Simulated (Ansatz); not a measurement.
## Electronic structure of Al$_{2}$F$_{4}$H$_{2}$S$_{2}$ in real space

The calculation's input:

```
crystal:
  periodic: [false, false, false]
  atoms:
    - symbol: Al
      position_ang: [-1.899652, 0.080791, -2.843631]
    - symbol: Al
      position_ang: [-1.436330, -0.108584, 0.058374]
    - symbol: F
      position_ang: [-2.813490, -1.149070, -3.483951]
    - symbol: F
      position_ang: [-0.806484, -0.628075, -1.559984]
    - symbol: F
      position_ang: [-1.955564, -1.428907, 0.905409]
    - symbol: F
      position_ang: [-0.360904, 0.999956, 0.647780]
    - symbol: S
      position_ang: [-0.840488, 1.520286, -4.070309]
    - symbol: S
      position_ang: [-3.184152, 0.951907, -1.042391]
    - symbol: H
      position_ang: [-0.044856, 1.902171, -3.044470]
    - symbol: H
      position_ang: [-4.001616, -0.128941, -0.998114]
basis:
  gaussian: {orbitals: def2-SVPD}
magnetization: {spin_polarized: false, initial_magnetization: 0}
hamiltonian: {xc: pbe0}
output: {forces: true, orbitals: {seedname: orbitals}}
```

Run with:

```sh
ansatz run input.yaml --threads 2 --pin off --max-ram 6090MiB --events-out events.jsonl --progress --plain --runs-dir runs
```

Geometry: PBE0-D4/def2-SVP.

The calculation used Ansatz, isolated molecule in a Gaussian basis; Kohn-Sham density functional theory, functional PBE0.

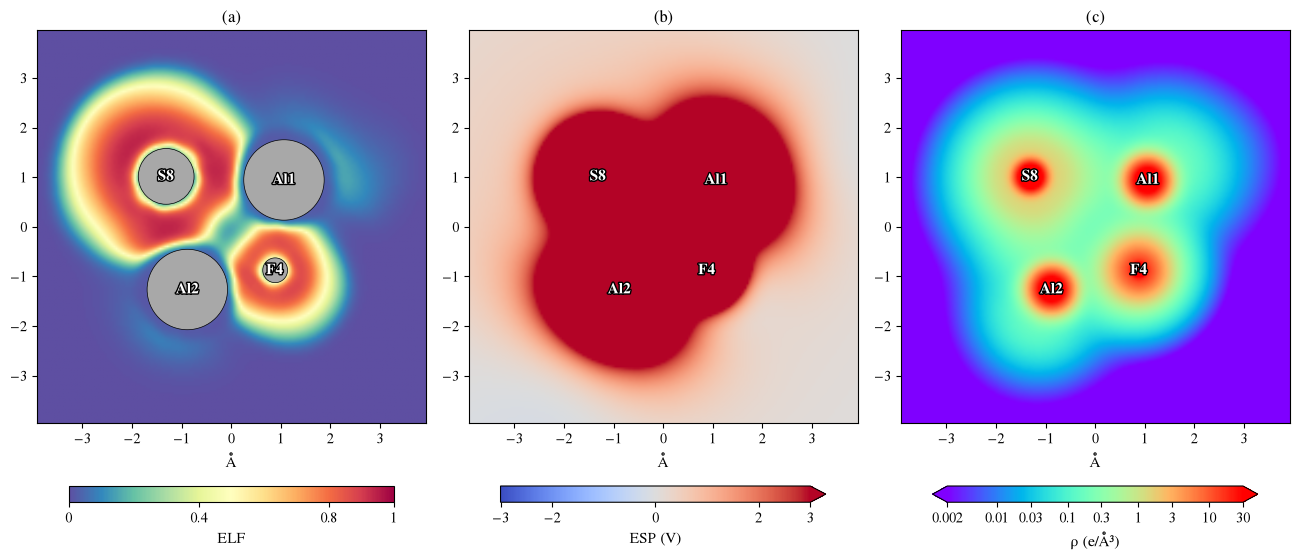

Figure 1. (a) ELF; (b) electrostatic potential; (c) electron density on the plane of atoms Al1, F4 and Al2. Grey discs cover the atomic cores in the ELF map.

Describe what can be read from this map.

The plane passes through Al, F and S nuclei. Al–F (1.81 Å): ρ is about 0.54 e/Å³ halfway; the ELF peaks at about 0.85 in the valence shell of F, 0.6 Å from its nucleus, and is about 0.25 at the midpoint. Al–S (2.32 Å): the density is about 0.55 e/Å³ at the midpoint; the ELF peaks at about 0.95 between the atoms: a polar covalent bond. Al–S (2.38 Å): ρ is about 0.49 e/Å³ halfway; the ELF peaks at about 0.95 in the valence shell of S, 1.0 Å from its nucleus, and is about 0.90 at the midpoint. The ELF also peaks beside F4 and S8, away from the bonds: lone-pair regions. The potential has no marked negative region in this plane.

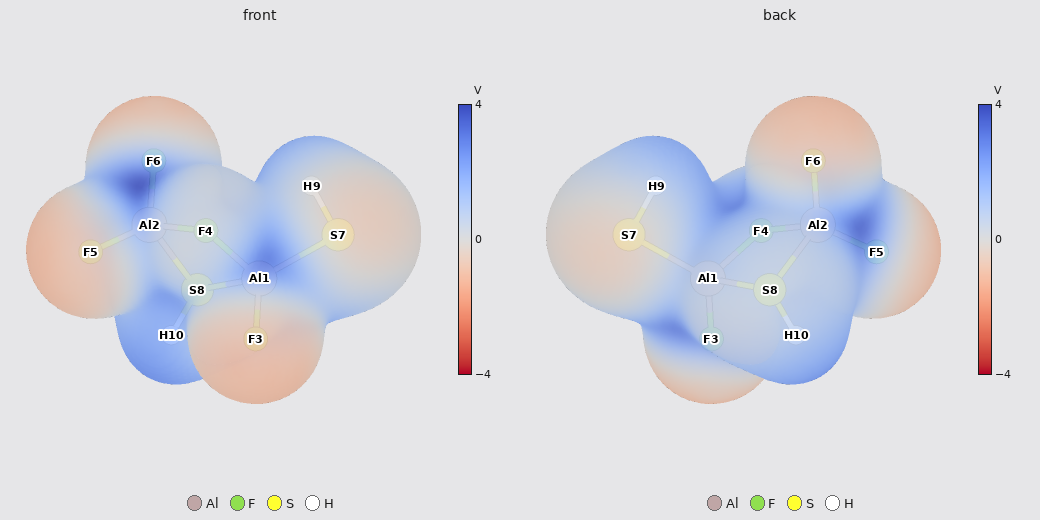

Figure 2. The electrostatic potential painted on the density surface at 0.002 e/bohr³, seen from the front and from behind; red is negative and blue positive.

Which sites attract a positive test charge, and which a negative one?

A positive charge is drawn to the negative regions and a negative charge to the positive ones. The most negative region (about −1.1 V) lies over F3, F5 and F6, the most positive (about +3.2 V) over Al2.

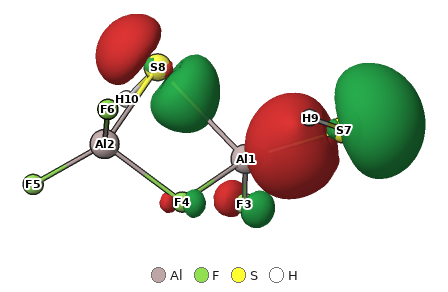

Figure 3. The HOMO−1 at ±0.15 Å⁻³ᐟ² (green and red are the two phases), seen from one side.

Describe this orbital and give its energy.

Its weight (Hirshfeld) is mainly on S7 (about 60 %), S8 (about 20 %) and Al1 (about 15 %). Its energy is −9.64 eV.
